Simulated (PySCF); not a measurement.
# AsN(OH)2: relaxation and vibrations of the singlet

Where does singlet AsN(OH)2 go from a trigonal pyramidal start, is the end point a minimum, and what are its modes, charges and moments?

Method: PBE, basis As def2-SVP, N def2-SVP, O def2-SVP, H def2-SVP, no relativity, density fitting; program: PySCF 2.14.0.

## 1. The starting structure

6 atoms, charge 0, spin multiplicity 1.

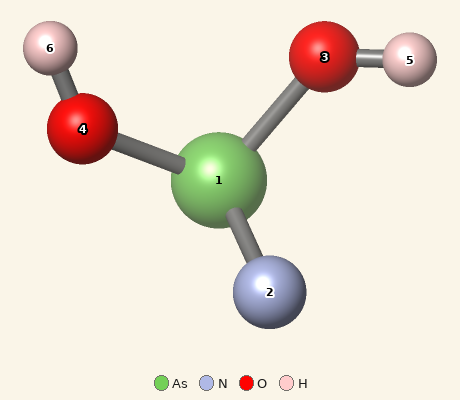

The starting geometry (arsenic green, nitrogen light blue, oxygen red, hydrogen pink); atoms are numbered from 1 in the order of the file.

```xyz
6
charge 0 multiplicity 1
As    0.0542   -0.0060   -0.3368
N     1.5905   -0.0060    0.4801
O    -0.7581    1.4010    0.5270
O    -0.7581   -1.4130    0.5270
H    -0.3937    2.2405    0.8167
H    -1.6674   -1.5171    0.8167
```

## 2. Trigonal pyramidal start, singlet: relaxation

The steps below are one call of a driver around PySCF. For each, scf.py gives the equivalent set-up of the SCF; relaxations use the driver's own optimiser. Before each start the driver seeks the lowest SCF state from one or more starting densities and follows internal instabilities, so scf.py alone need not reach the same state.

The program finds C1 symmetry in the start.

Input file scf.py:

```python
from pyscf import gto, scf, dft
mol = gto.M(atom='''
As     0.054168    -0.006029    -0.336752
N      1.590468    -0.006029     0.480148
O     -0.758132     1.400971     0.527048
O     -0.758132    -1.413029     0.527048
H     -0.393732     2.240471     0.816748
H     -1.667432    -1.517129     0.816748''',
    basis={'As': 'def2-SVP', 'N': 'def2-SVP', 'O': 'def2-SVP', 'H': 'def2-SVP'},
    charge=0, spin=0)
mf = dft.RKS(mol, xc='PBE')
mf.grids.atom_grid = (50, 194)
aux = {'As': 'def2-universal-JKFIT', 'N': 'def2-universal-JKFIT', 'O': 'def2-universal-JKFIT', 'H': 'def2-universal-JKFIT'}
mf = mf.density_fit(auxbasis=aux)
mf.kernel()
```

The optimiser's trace:

```tsv
step	energy (Eh)	change (kJ/mol)	largest gradient (Eh/bohr)
0	-2441.127224	0.00	0.04476
1	-2441.153393	-68.71	0.04483
2	-2441.176630	-129.72	0.03456
3	-2441.185611	-153.29	0.02789
4	-2441.190593	-166.37	0.02577
5	-2441.193345	-173.60	0.01247
6	-2441.193998	-175.32	0.00801
7	-2441.194102	-175.59	0.00615
8	-2441.194305	-176.12	0.00426
9	-2441.194395	-176.36	0.00371
10	-2441.194419	-176.42	0.00169
11	-2441.194446	-176.49	0.00122
12	-2441.194480	-176.58	0.00103
13	-2441.194511	-176.66	0.00064
14	-2441.194522	-176.69	0.00028
15	-2441.194524	-176.70	0.00016
```

The walk needed 28 s of wall time on 4 threads, shared host.

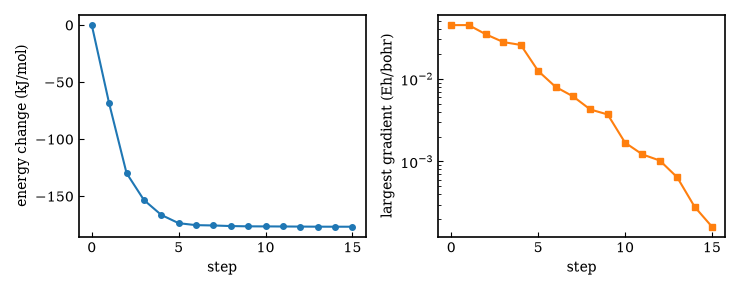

Energy and largest gradient along the walk.

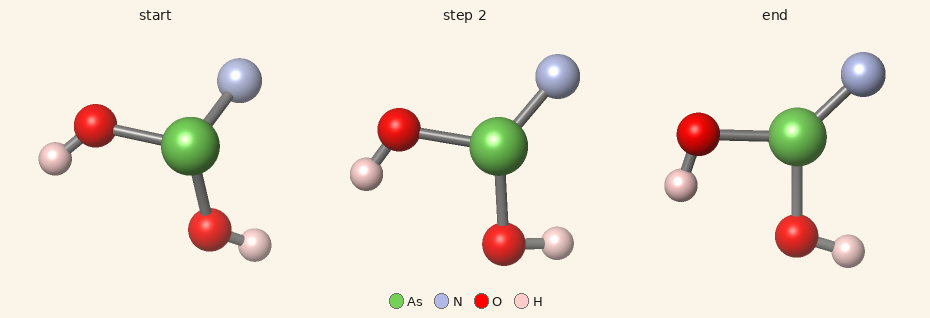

Start and end of the relaxation, with a step between.

End point (Cs, 15 steps, 176.7 kJ/mol gained): As–N 1.637 Å, As–O 1.792 Å, As–O 1.818 Å, O–H 0.981 Å, O–H 0.983 Å; As–O–H 106.0°, As–O–H 107.6°, N–As–O 133.7°, N–As–O 134.1°, O–As–O 92.2°.

## 3. Vibrations and properties at this point

On the finer grid the gradient is checked again; gradients at displacements of ±0.01 bohr then give force constants and infrared intensities.

Edit scf.py of step 2 so:

```diff
@@ -3,6 +3,6 @@
-As     0.054168    -0.006029    -0.336752
-N      1.590468    -0.006029     0.480148
-O     -0.758132     1.400971     0.527048
-O     -0.758132    -1.413029     0.527048
-H     -0.393732     2.240471     0.816748
-H     -1.667432    -1.517129     0.816748''',
+As     0.161257    -0.004272    -0.026307
+N      1.774970     0.099894    -0.280889
+O     -1.146539     1.225927     0.257631
+O     -0.999105    -1.365292     0.080819
+H     -0.727700     2.112520     0.242304
+H     -1.879042    -0.959687     0.246941''',
@@ -12 +12 @@
-mf.grids.atom_grid = (50, 194)
+mf.grids.atom_grid = (75, 302)
```

The driver hands on the density of the step before, so the log starts near convergence.

Log of the central SCF (cycles and frontier levels):

```text
init E= -2441.19438931368
  HOMO = -0.217933146773759  LUMO = -0.117023290881629  gap/eV = 2.74590
cycle= 1 E= -2441.19438928697  delta_E= 2.67e-08  |g|= 0.000334  |ddm|= 0.000344
  HOMO = -0.217846368768904  LUMO = -0.117010138491295  gap/eV = 2.74389
cycle= 2 E= -2441.19438839183  delta_E= 8.95e-07  |g|= 0.00192  |ddm|= 0.00192
  HOMO = -0.21792205947861  LUMO = -0.117020293919118  gap/eV = 2.74568
cycle= 3 E= -2441.1943893115  delta_E= -9.2e-07  |g|= 0.000125  |ddm|= 0.00164
  HOMO = -0.217920555135279  LUMO = -0.117021013970579  gap/eV = 2.74562
cycle= 4 E= -2441.19438931467  delta_E= -3.17e-09  |g|= 1.38e-05  |ddm|= 9.86e-05
  HOMO = -0.217920674028568  LUMO = -0.117021073161111  gap/eV = 2.74562
cycle= 5 E= -2441.19438931472  delta_E= -4.73e-11  |g|= 3.14e-07  |ddm|= 1.13e-05
  HOMO = -0.217920646505472  LUMO = -0.117021038036179  gap/eV = 2.74562
Extra cycle  E= -2441.1943893147  delta_E= 2.36e-11  |g|= 6.74e-07  |ddm|= 9.4e-07
converged SCF energy = -2441.1943893147
```

The whole step took 44 s.

Geometry: Cs; As–N 1.637 Å, As–O 1.792 Å, As–O 1.818 Å, O–H 0.981 Å, O–H 0.983 Å; As–O–H 106.0°, As–O–H 107.6°, N–As–O 133.7°, N–As–O 134.1°, O–As–O 92.2°.

Modes, for the most abundant isotopes:

```
symmetry  ω (cm⁻¹)  IR (km/mol)
     a''       135          1.2
      a'       204         13.8
      a'       267         14.4
     a''       318          212
     a''       389          2.5
      a'       617         83.7
      a'       647         67.7
      a'       955          107
      a'       983         73.1
      a'      1052         19.2
      a'      3632         89.7
      a'      3668         98.4
```

No imaginary mode, so this is a minimum.

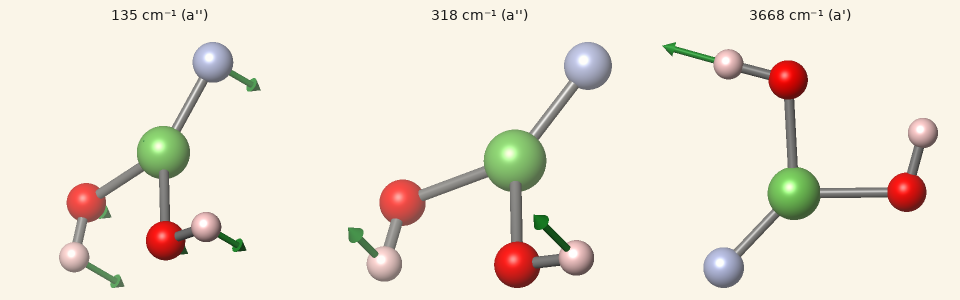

Displacements of 3 of the modes, as arrows (one member where a mode is degenerate).

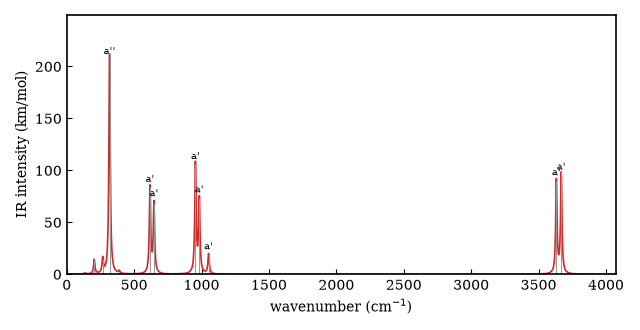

The harmonic infrared spectrum (widths in cm⁻¹). Lines are broadened to a width of 12 cm⁻¹ (Lorentzian).

Constants and moments:

```yaml
Dipole_moment: 3.73 D
Highest_occupied_level: -5.93 eV
Lowest_empty_level: -3.18 eV
Rotational_constants: 0.2831, 0.1884, 0.1131 cm⁻¹
Zero-point_energy: 77.0 kJ/mol
Principal_polarisabilities: 23.4, 38.9, 53.1 bohr³
Atomisation_energy_without_zero-point_energy: 1854 kJ/mol
Principal_traceless_quadrupole_moments_about_the_centre_of_mass: -5.39, 1.44, 3.95 D Å
Entropy_at_298.15_K_and_1_bar: 315.7 J/(mol K)
Heat_capacity_Cp_at_298.15_K: 82.2 J/(mol K)
Enthalpy_at_298.15_K_above_0_K: 17.28 kJ/mol
Rotational_symmetry_number: 1
```

Charges (e) and bond orders:

```
atom  Mulliken  Löwdin  polar tensor  Mayer order to As1
 As1      0.65    0.56          1.06                   –
  N2     -0.33   -0.36         -0.34                2.45
  O3     -0.38   -0.21         -0.67                0.91
  O4     -0.35   -0.18         -0.61                0.97
  H5      0.20    0.10          0.29                0.02
  H6      0.20    0.10          0.27                0.03
```

Mulliken populations on As1: s 7.47, p 14.45, d 10.43.

## 4. What came out

```
                                 quantity                                                                                                                                         value
                                  minimum                                                                                                                                   singlet, Cs
                                 geometry  As–N 1.637 Å, As–O 1.792 Å, As–O 1.818 Å, O–H 0.981 Å, O–H 0.983 Å; As–O–H 106.0°, As–O–H 107.6°, N–As–O 133.7°, N–As–O 134.1°, O–As–O 92.2°
                       wavenumbers (cm⁻¹)                  135 (a''), 204 (a'), 267 (a'), 318 (a''), 389 (a''), 617 (a'), 647 (a'), 955 (a'), 983 (a'), 1052 (a'), 3632 (a'), 3668 (a')
                            dipole moment                                                                                                                                        3.73 D
     highest occupied, lowest empty level                                                                                                                               -5.93, -3.18 eV
               polar-tensor charge of As1                                                                                                                                       +1.06 e
                        zero-point energy                                                                                                                                   77.0 kJ/mol
                      entropy at 298.15 K                                                                                                                               315.7 J/(mol K)
atomisation energy (no zero-point energy)                                                                                                                                   1854 kJ/mol
```

In words: From C1 at the start the molecule goes to a Cs minimum. The strongest infrared band lies at 318 cm⁻¹ (a''). Other starts or spin states, not run here, may lie lower.

The search up to here took 83 s.
